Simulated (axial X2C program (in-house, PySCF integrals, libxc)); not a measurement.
# WRb: from the state search to constants

Aim: find the lowest determinant of WRb, scan the bond at several levels and fit the constants, once spin-free and once with spin–orbit coupling.

The runs use an in-house X2C program for linear molecules on PySCF integrals; all-electron X2C, W dyall-v2z, Rb dyall-v2z.

All values are calculated.

### Step 1. Set-up

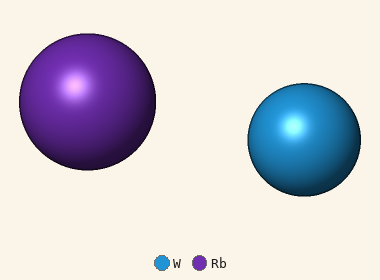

The two atoms at 3.470 Å (tungsten blue, rubidium purple).

Contents of task.json:

```json
{
 "zs": [
  74,
  37
 ],
 "q": 0,
 "bas": [
  "dyall-v2z",
  "dyall-v2z"
 ],
 "levels": [
  "PBE0",
  "HF",
  "BP86",
  "BLYP"
 ],
 "cc": false,
 "r0": 3.47,
 "npts": 10,
 "nst": 2,
 "ntry": 6
}
```

Keys: zs atomic numbers; q charge; bas basis sets; levels methods (HF also brings MP2); cc coupled cluster on or off; r0 starting distance in Å; npts points asked for on the curve; nst determinants followed; ntry starts of the search.

Run with:

```bash
> python so2c.py task.json out
```

Spin-free means the one-electron spin-free X2C Hamiltonian; two-component (2c) means X2C with spin–orbit coupling and atomic mean-field two-electron Coulomb and Gaunt terms. Basis: W dyall-v2z contracted to [11s12p9d6f], Rb dyall-v2z contracted to [10s11p6d]; Gaussian nuclei, density fitting. Masses: W 183.951 u, Rb 84.912 u.

Notation: σ, π±, δ± give the projection m of an orbital's angular momentum (0, ±1, ±2), α and β its spin, Λ and M_S the sums; ω is the projection of a spinor's total angular momentum and Ω the sum. Logs are in hartree.

The results follow Hamiltonian by Hamiltonian and level by level.

### Step 2. Search for the lowest determinant

PBE0 moves the distance from 3.470 Å to 3.333 Å and compares determinants there.

Spin-free determinants:

```tsv
ΔE (eV)	state	open shells
0.00	M_S = 5/2, Λ = 0	beyond closed shells: σα, π+α, π-α, δ+α, δ-α
0.90	M_S = 7/2, Λ = 0	beyond closed shells: 3 × σα, π+α, π-α, δ+α, δ-α
1.37	M_S = 3/2, Λ = 0	beyond closed shells: σβ, π+α, π-α, δ+α, δ-α
1.62	M_S = 7/2, Λ = 1	beyond closed shells: 2 × σα, 2 × π+α, π-α, δ+α, δ-α
1.65	M_S = 5/2, Λ = 2	beyond closed shells: 2 × σα, π+α, π-α, δ+α
1.67	M_S = 3/2, Λ = 2	beyond closed shells: π+α, π-α, δ+α
1.67	M_S = 5/2, Λ = 1	beyond closed shells: 2 × σα, π+α, δ+α, δ-α
```

Two-component determinants:

```tsv
ΔE (eV)	state	open shells
0.00	Ω = 5/2	excess of +ω over −ω: ω = 5/2
0.90	Ω = 7/2	excess of +ω over −ω: 2 × ω = 1/2, ω = 5/2
1.31	Ω = 1/2	excess of +ω over −ω: ω = 1/2
1.40	Ω = 3/2	excess of +ω over −ω: 2 × ω = -1/2, ω = 5/2
1.45	Ω = 3/2	excess of +ω over −ω: ω = 3/2
1.46	Ω = 3/2	excess of +ω over −ω: ω = 1/2, ω = -3/2, ω = 5/2
1.56	Ω = 1/2	excess of +ω over −ω: ω = -1/2, ω = -3/2, ω = 5/2
```

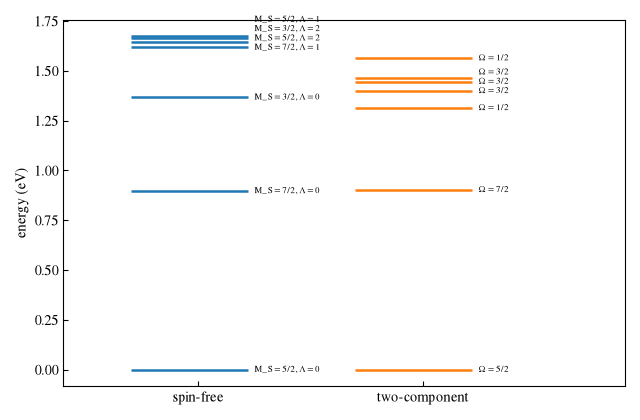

The determinants found, each set from its own lowest.

### Step 3. PBE0, spin-free

State followed: M_S = 5/2, Λ = 0 (beyond closed shells: σα, π+α, π-α, δ+α, δ-α). The scan is laid around 3.333 Å, a first estimate of the minimum, and this SCF restarts from the orbitals of the search.

Output at 3.333 Å:

```text
spin-free X2C-1e  PBE0
basis functions 207  fitting functions 1214  grid points 5808
iter        total energy     max residual
   1     -19124.205264931     3.58e-05
   2     -19124.205264952     2.66e-05
   3     -19124.205264967     1.34e-05
   4     -19124.205264969     1.03e-05
converged
one-electron -27161.60200375  Coulomb 8032.68228600  exact exchange -105.82323640  xc functional -324.17194283  nuclear repulsion 434.70963201
```

Along the bond, energies from the lowest point:

```csv
R (Å),E (eV),μ (D),HOMO (eV),LUMO (eV),iterations
2.900,0.2106,6.63,-3.46,-1.22,16
3.033,0.0894,6.80,-3.43,-1.25,13
3.133,0.0361,6.92,-3.41,-1.28,12
3.233,0.0082,7.04,-3.39,-1.30,12
3.333,0.0000,7.16,-3.38,-1.33,4
3.450,0.0105,7.29,-3.36,-1.36,11
3.566,0.0364,7.40,-3.34,-1.40,11
3.716,0.0863,7.52,-3.32,-1.44,11
3.900,0.1627,7.60,-3.29,-1.49,11
4.166,0.2856,7.57,-3.25,-1.57,11
```

Dipoles are positive if Rb is the positive end.

Outer orbitals at the reference distance:

```csv
symmetry,occupied,ε (eV),atomic character
σβ,yes,-33.20,100% W f
π-β,yes,-33.20,100% W f
π+β,yes,-33.20,100% W f
δ-β,yes,-33.19,100% W f
δ+β,yes,-33.19,100% W f
φ-β,yes,-33.16,100% W f
φ+β,yes,-33.16,100% W f
π-β,yes,-17.80,100% Rb p
π+β,yes,-17.80,100% Rb p
π-α,yes,-17.80,100% Rb p
π+α,yes,-17.80,100% Rb p
σα,yes,-17.74,98% Rb p
σβ,yes,-17.71,98% Rb p
σα,yes,-5.24,"77% W s, 12% Rb s, 10% Rb p"
σα,yes,-3.87,95% W d
π-α,yes,-3.86,98% W d
π+α,yes,-3.86,98% W d
δ-α,yes,-3.75,100% W d
δ+α,yes,-3.75,100% W d
σβ,yes,-3.38,"51% W s, 41% Rb s, 5% Rb p"
σα,no,-1.33,"62% Rb s, 18% W p, 17% Rb p"
σβ,no,-1.32,"43% Rb p, 36% Rb s, 13% W s"
π-α,no,-0.41,"52% Rb p, 47% W p"
π+α,no,-0.41,"52% Rb p, 47% W p"
```

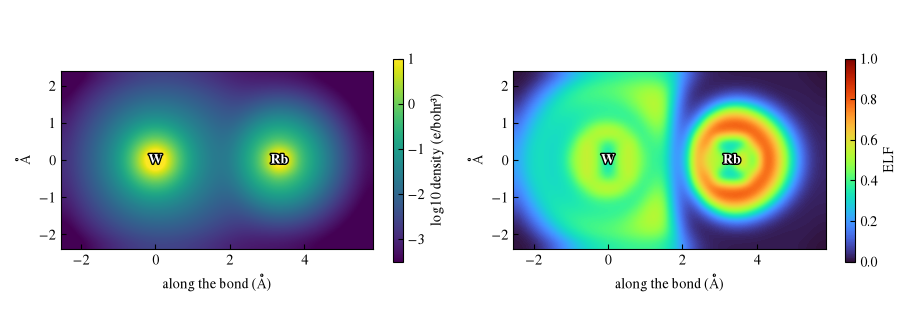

PBE0 fields in a plane through the axis, from a grid of 0.3 Å; W lies at z = 0 and Rb at z = 3.333 Å; the ELF is damped to zero where the density is low.

Re = 3.330 Å, ωe = 85.8 cm⁻¹, ωexe = 0.186 cm⁻¹, Be = 0.02617 cm⁻¹, De = 0.909 eV, μ = 7.16 D.

### Step 4. HF, spin-free

Output at 3.333 Å:

```text
spin-free X2C-1e  HF
basis functions 207  fitting functions 1214  grid points 5808
iter        total energy     max residual
   1     -19117.503031329     1.08e+00
   2     -19117.556805450     2.84e-02
   3     -19117.560464939     1.60e-01
   4     -19117.564443228     3.99e-02
   5     -19117.565877957     1.49e-02
   6     -19117.566696938     2.73e-02
   7     -19117.566973826     1.45e-02
   8     -19117.567090541     1.76e-03
   9     -19117.567112474     3.39e-03
  10     -19117.567119640     1.28e-03
  11     -19117.567120745     1.05e-04
  12     -19117.567121134     4.33e-04
  13     -19117.567121281     1.98e-04
  14     -19117.567121309     1.54e-05
  15     -19117.567121313     2.57e-05
  16     -19117.567121314     1.30e-05
  17     -19117.567121315     2.09e-06
converged
one-electron -27161.88668049  Coulomb 8033.19826851  exact exchange -423.58834135  xc functional 0.00000000  nuclear repulsion 434.70963201
```

No constants are quoted: the lowest point is the long end of the scan.

### Step 5. BP86, spin-free

Output at 3.333 Å:

```text
spin-free X2C-1e  BP86
basis functions 207  fitting functions 1214  grid points 5808
iter        total energy     max residual
   1     -19127.148105150     3.00e-01
   2     -19127.153901721     1.97e-02
   3     -19127.154249153     9.68e-02
   4     -19127.156384711     4.11e-03
   5     -19127.156472303     5.85e-03
   6     -19127.156521582     1.41e-03
   7     -19127.156554305     4.74e-03
   8     -19127.156564224     7.45e-04
   9     -19127.156565580     3.41e-04
  10     -19127.156565901     1.20e-04
  11     -19127.156565997     2.35e-05
  12     -19127.156566011     1.25e-05
  13     -19127.156566015     8.48e-06
converged
one-electron -27159.46526979  Coulomb 8030.48069840  exact exchange 0.00000000  xc functional -432.88162663  nuclear repulsion 434.70963201
```

Re = 3.299 Å, ωe = 88.0 cm⁻¹, ωexe = 0.189 cm⁻¹, Be = 0.02667 cm⁻¹, De = 1.18 eV, μ = 7.39 D.

### Step 6. BLYP, spin-free

Output at 3.333 Å:

```text
spin-free X2C-1e  BLYP
basis functions 207  fitting functions 1214  grid points 5808
iter        total energy     max residual
   1     -19125.783591639     3.39e-01
   2     -19125.791389015     2.50e-02
   3     -19125.792808531     1.15e-01
   4     -19125.795670424     3.38e-03
   5     -19125.795873767     7.72e-03
   6     -19125.796069639     1.81e-03
   7     -19125.796233017     7.19e-03
   8     -19125.796274078     1.01e-03
   9     -19125.796283979     7.54e-04
  10     -19125.796285674     2.06e-04
  11     -19125.796286271     1.62e-04
  12     -19125.796286378     5.64e-05
  13     -19125.796286389     1.07e-05
  14     -19125.796286391     7.03e-06
converged
one-electron -27158.21823730  Coulomb 8029.19989585  exact exchange 0.00000000  xc functional -431.48757695  nuclear repulsion 434.70963201
```

Re = 3.369 Å, ωe = 81.0 cm⁻¹, ωexe = 0.174 cm⁻¹, Be = 0.02557 cm⁻¹, De = 1.27 eV, μ = 7.07 D.

### Step 7. MP2, spin-free

Correlated methods: 15 electrons correlated (frozen shells, counted by type: W 5 s, 4 p, 2 d, 1 f; Rb 3 s, 2 p, 1 d), 207 virtual spinors in MP2.

MP2: No constants are quoted: the reference is strongly spin-contaminated.

### Step 8. A higher determinant, spin-free

State: M_S = 7/2, Λ = 0 (beyond closed shells: 3 × σα, π+α, π-α, δ+α, δ-α).

Output at the reference distance:

```text
spin-free X2C-1e  PBE0
basis functions 207  fitting functions 1214  grid points 5808
iter        total energy     max residual
   1     -19124.172288566     4.91e-05
   2     -19124.172288571     4.10e-05
   3     -19124.172288577     2.94e-06
converged
one-electron -27157.65459734  Coulomb 8028.78591005  exact exchange -105.83765107  xc functional -324.17558222  nuclear repulsion 434.70963201
```

```csv
R (Å),E above the lowest PBE0 point (eV)
2.900,1.303
3.033,1.125
3.133,1.027
3.233,0.953
3.333,0.897
3.450,0.852
3.566,0.821
3.716,0.799
3.900,0.788
```

No constants are quoted: the lowest point is the long end of the scan.

### Step 9. The spin-free curves together

Energy (eV) of the followed determinant, spin-free, from each level's lowest point:

```csv
R (Å),PBE0,HF,MP2 (spin-contaminated),BP86,BLYP
2.900,0.211,0.645,0.289,0.186,0.236
3.033,0.089,0.433,0.141,0.073,0.106
3.133,0.036,0.313,0.071,0.025,0.047
3.233,0.008,0.221,0.028,0.003,0.014
3.333,0.000,0.152,0.005,0.000,0.000
3.450,0.010,0.092,0.000,0.016,0.004
3.566,0.036,0.052,0.011,0.047,0.022
3.716,0.086,0.020,0.040,0.102,0.063
3.900,0.163,0.003,0.090,0.185,0.128
4.166,0.286,0.000,0.170,0.318,0.238
```

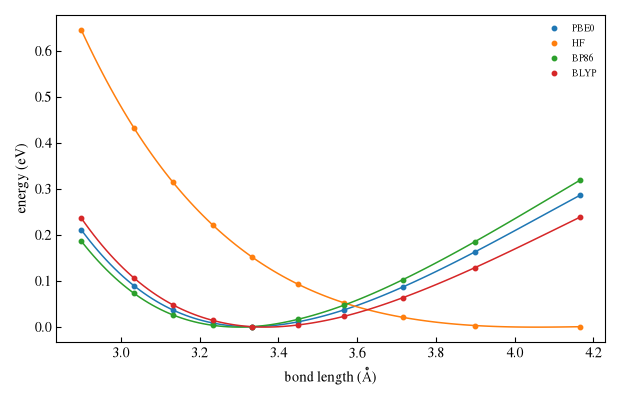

Curves of the followed state, spin-free, each from its own lowest point. Left out: MP2.

### Step 10. PBE0, 2c

State followed: Ω = 5/2 (excess of +ω over −ω: ω = 5/2). The scan is laid around 3.333 Å, a first estimate of the minimum, and this SCF restarts from the orbitals of the search.

Output at 3.333 Å:

```text
two-component X2C + atomic mean field  PBE0
basis functions 207  fitting functions 1214  grid points 5808
iter        total energy     max residual
   1     -19121.857918989     5.27e-05
   2     -19121.857918997     4.19e-05
   3     -19121.857919007     7.63e-06
converged
one-electron -27140.87344153  Coulomb 8029.39764101  exact exchange -105.78237532  xc functional -324.09191053  nuclear repulsion 434.70963201  atomic mean-field constant -15.21746465
```

Along the bond, energies from the lowest point:

```csv
R (Å),E (eV),μ (D),HOMO (eV),LUMO (eV),iterations
2.900,0.2112,6.64,-3.47,-1.22,16
3.033,0.0897,6.81,-3.44,-1.25,13
3.133,0.0362,6.94,-3.42,-1.28,12
3.233,0.0082,7.06,-3.40,-1.30,12
3.333,0.0000,7.18,-3.38,-1.33,3
3.450,0.0105,7.32,-3.36,-1.36,11
3.566,0.0365,7.43,-3.35,-1.40,11
3.716,0.0867,7.56,-3.32,-1.44,11
3.900,0.1633,7.64,-3.30,-1.50,11
4.166,0.2868,7.61,-3.26,-1.57,11
```

Dipoles are positive if Rb is the positive end.

Outer spinors at the reference distance:

```tsv
ω	occupied	ε (eV)	atomic character	λ mixture
7/2	yes	-32.69	100% W f	100% φ
5/2	yes	-32.63	100% W f	79% δ, 21% φ
3/2	yes	-32.58	100% W f	62% π, 38% δ
1/2	yes	-32.53	100% W f	52% π, 48% σ
-1/2	yes	-32.47	100% W f	66% σ, 34% π
-3/2	yes	-32.42	100% W f	78% π, 22% δ
-5/2	yes	-32.35	100% W f	89% δ, 11% φ
-7/2	yes	-32.28	100% W f	100% φ
1/2	yes	-18.36	99% Rb p	70% π, 30% σ
-1/2	yes	-18.35	99% Rb p	71% π, 29% σ
-3/2	yes	-17.51	100% Rb p	100% π
3/2	yes	-17.50	100% Rb p	100% π
1/2	yes	-17.47	99% Rb p	70% σ, 30% π
-1/2	yes	-17.44	99% Rb p	71% σ, 29% π
1/2	yes	-5.22	77% W s, 12% Rb s, 10% Rb p	100% σ
-3/2	yes	-4.01	100% W d	99% δ, 1% π
-1/2	yes	-4.00	98% W d	99% π, 1% σ
1/2	yes	-3.88	95% W d	99% σ, 1% π
3/2	yes	-3.73	97% W d	99% π, 1% δ
5/2	yes	-3.46	100% W d	100% δ
-1/2	yes	-3.38	51% W s, 41% Rb s, 5% Rb p	100% σ
1/2	no	-1.33	62% Rb s, 18% W p, 17% Rb p	100% σ
-1/2	no	-1.33	43% Rb p, 36% Rb s, 13% W s	100% σ
-1/2	no	-0.49	54% W p, 44% Rb p	99% π, 1% σ
1/2	no	-0.42	88% Rb p, 9% W p, 2% W d	99% π, 1% σ
```

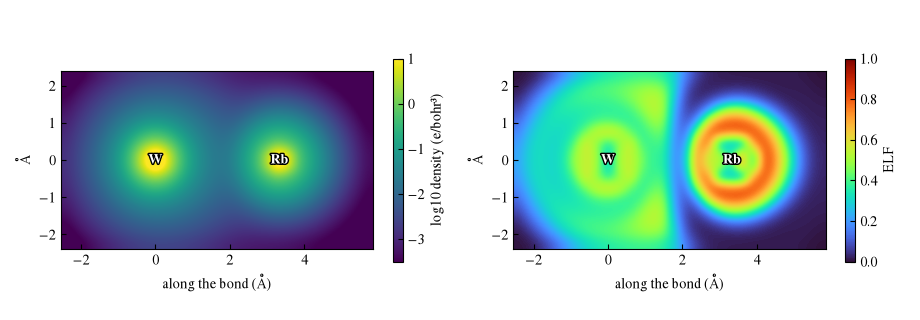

PBE0 fields in a plane through the axis, from a grid of 0.3 Å; W lies at z = 0 and Rb at z = 3.333 Å; the ELF is damped to zero where the density is low.

Re = 3.330 Å, ωe = 86.0 cm⁻¹, ωexe = 0.185 cm⁻¹, Be = 0.02617 cm⁻¹, De = 0.918 eV, μ = 7.18 D.

### Step 11. HF, 2c

Output at 3.333 Å:

```text
two-component X2C + atomic mean field  HF
basis functions 207  fitting functions 1214  grid points 5808
iter        total energy     max residual
   1     -19115.113134441     1.08e+00
   2     -19115.167027832     2.70e-02
   3     -19115.170719060     1.59e-01
   4     -19115.174749752     4.06e-02
   5     -19115.176285785     1.57e-02
   6     -19115.177160883     2.84e-02
   7     -19115.177453254     1.49e-02
   8     -19115.177572917     1.85e-03
   9     -19115.177595329     3.46e-03
  10     -19115.177603566     1.33e-03
  11     -19115.177605333     1.96e-04
  12     -19115.177606456     8.11e-04
  13     -19115.177607180     5.58e-04
  14     -19115.177607545     9.90e-05
  15     -19115.177607750     1.96e-04
  16     -19115.177607876     2.31e-04
  17     -19115.177607936     1.05e-04
  18     -19115.177607953     9.69e-06
  19     -19115.177607955     1.75e-05
  20     -19115.177607956     7.96e-06
  21     -19115.177607956     1.58e-06
converged
one-electron -27141.15156526  Coulomb 8029.90768997  exact exchange -423.42590003  xc functional 0.00000000  nuclear repulsion 434.70963201  atomic mean-field constant -15.21746465
```

No constants are quoted: the lowest point is the long end of the scan.

### Step 12. BP86, 2c

Output at 3.333 Å:

```text
two-component X2C + atomic mean field  BP86
basis functions 207  fitting functions 1214  grid points 5808
iter        total energy     max residual
   1     -19124.817633082     3.20e-01
   2     -19124.823480518     1.97e-02
   3     -19124.823789725     1.07e-01
   4     -19124.825956447     5.15e-03
   5     -19124.826043970     6.83e-03
   6     -19124.826094113     1.70e-03
   7     -19124.826127641     5.42e-03
   8     -19124.826137090     7.32e-04
   9     -19124.826138460     3.65e-04
  10     -19124.826138748     1.25e-04
  11     -19124.826138855     2.02e-05
  12     -19124.826138872     1.78e-05
  13     -19124.826138876     9.31e-06
converged
one-electron -27138.75473955  Coulomb 8027.21409797  exact exchange 0.00000000  xc functional -432.77766466  nuclear repulsion 434.70963201  atomic mean-field constant -15.21746465
```

Re = 3.298 Å, ωe = 88.2 cm⁻¹, ωexe = 0.189 cm⁻¹, Be = 0.02668 cm⁻¹, De = 1.18 eV, μ = 7.42 D.

### Step 13. BLYP, 2c

Output at 3.333 Å:

```text
two-component X2C + atomic mean field  BLYP
basis functions 207  fitting functions 1214  grid points 5808
iter        total energy     max residual
   1     -19123.455549804     3.38e-01
   2     -19123.463561833     2.50e-02
   3     -19123.464899123     1.17e-01
   4     -19123.467846550     3.28e-03
   5     -19123.468048092     7.54e-03
   6     -19123.468241538     1.79e-03
   7     -19123.468400268     6.81e-03
   8     -19123.468439258     9.84e-04
   9     -19123.468449382     8.11e-04
  10     -19123.468451365     1.77e-04
  11     -19123.468451702     1.71e-04
  12     -19123.468451855     3.57e-05
  13     -19123.468451874     1.65e-05
  14     -19123.468451881     1.58e-05
converged
one-electron -27137.52448417  Coulomb 8025.94902858  exact exchange 0.00000000  xc functional -431.38516365  nuclear repulsion 434.70963201  atomic mean-field constant -15.21746465
```

Re = 3.367 Å, ωe = 81.2 cm⁻¹, ωexe = 0.175 cm⁻¹, Be = 0.02559 cm⁻¹, De = 1.21 eV, μ = 7.10 D.

### Step 14. Correlated methods, 2c

Correlated methods: 15 electrons correlated (frozen shells, counted by type: W 5 s, 4 p, 2 d, 1 f; Rb 3 s, 2 p, 1 d), 207 virtual spinors in MP2.

MP2: No constants are quoted: the reference is strongly spin-contaminated.

### Step 15. A higher determinant, 2c

State: Ω = 7/2 (excess of +ω over −ω: 2 × ω = 1/2, ω = 5/2).

Output at the reference distance:

```text
two-component X2C + atomic mean field  PBE0
basis functions 207  fitting functions 1214  grid points 5808
iter        total energy     max residual
   1     -19121.824741113     2.43e-05
   2     -19121.824741114     9.20e-06
converged
one-electron -27136.92701183  Coulomb 8025.50237273  exact exchange -105.79676535  xc functional -324.09550403  nuclear repulsion 434.70963201  atomic mean-field constant -15.21746465
```

```csv
R (Å),E above the lowest PBE0 point (eV)
2.900,1.307
3.033,1.129
3.133,1.032
3.233,0.958
3.333,0.903
3.450,0.858
3.566,0.827
3.716,0.805
3.900,0.795
```

No constants are quoted: the lowest point is the long end of the scan.

### Step 16. The 2c curves together

Energy (eV) of the followed determinant, 2c, from each level's lowest point:

```csv
R (Å),PBE0,HF,MP2 (spin-contaminated),BP86,BLYP
2.900,0.211,0.638,0.288,0.186,0.236
3.033,0.090,0.427,0.140,0.073,0.106
3.133,0.036,0.309,0.070,0.025,0.047
3.233,0.008,0.218,0.027,0.003,0.014
3.333,0.000,0.149,0.005,0.000,0.000
3.450,0.011,0.090,0.000,0.016,0.004
3.566,0.036,0.050,0.011,0.047,0.023
3.716,0.087,0.019,0.042,0.103,0.064
3.900,0.163,0.002,0.092,0.186,0.130
4.166,0.287,0.000,0.174,0.320,0.240
```

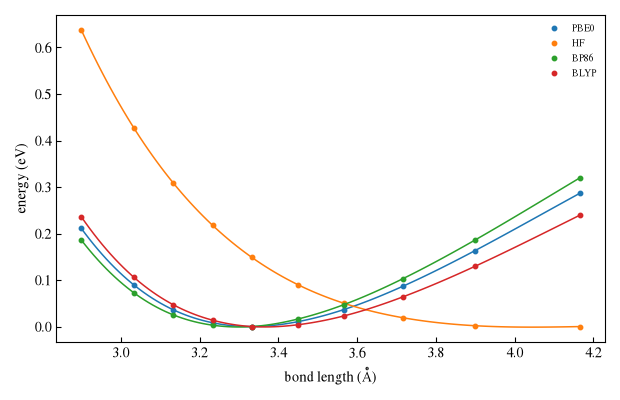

Curves of the followed state, 2c, each from its own lowest point. Left out: MP2.

Time for the job: 5.8 min (1 thread of Arm Neoverse N1, shared host); peak memory 0.5 GiB.

### Step 17. Results

Lowest determinant that the search found at its distance, spin-free: M_S = 5/2, Λ = 0 (beyond closed shells: σα, π+α, π-α, δ+α, δ-α).

Lowest determinant that the search found at its distance, 2c: Ω = 5/2 (excess of +ω over −ω: ω = 5/2).

```
Hamiltonian  level  Re (Å)  ωe (cm⁻¹)  De (eV)  μ (D)
  spin-free   PBE0   3.330       85.8    0.909   7.16
  spin-free   BP86   3.299       88.0     1.18   7.39
  spin-free   BLYP   3.369       81.0     1.27   7.07
         2c   PBE0   3.330       86.0    0.918   7.18
         2c   BP86   3.298       88.2     1.18   7.42
         2c   BLYP   3.367       81.2     1.21   7.10
```

Dipoles are positive if Rb is the positive end. No constants: spin-free HF (the lowest point is the long end of the scan); spin-free MP2 (the reference is strongly spin-contaminated); 2c HF (the lowest point is the long end of the scan); 2c MP2 (the reference is strongly spin-contaminated).

Time per point (s) on 1 thread of Arm Neoverse N1, shared host (2c runs); the times are rough: PBE0 2.7, BP86 1, BLYP 1.

**Reading.** At PBE0, going from spin-free to two-component changes Re by 0 mÅ, ωe by +0.2 %; the spin-free picture holds up (part of it comes from the scalar share of the two-electron terms). It costs about 1.5 times the time. De moves by +0.01 eV; both De rest on single-determinant atoms, which can miss part of an open shell's spin–orbit lowering.

De refers to W + Rb, each in the lowest determinant found, which need not be this curve's own limit. Each curve is one determinant whose occupation by symmetry is held fixed; it was picked as the lowest of a PBE0 search that is not exhaustive. De is counted from the lowest determinant-based energies of the atoms at the same level, without counterpoise correction. Density functionals use the spin component along the axis (collinear). With several unpaired electrons one determinant need not be a pure state. At some level an empty orbital lies below a filled one. The spin-free determinant is spin-contaminated at some levels.
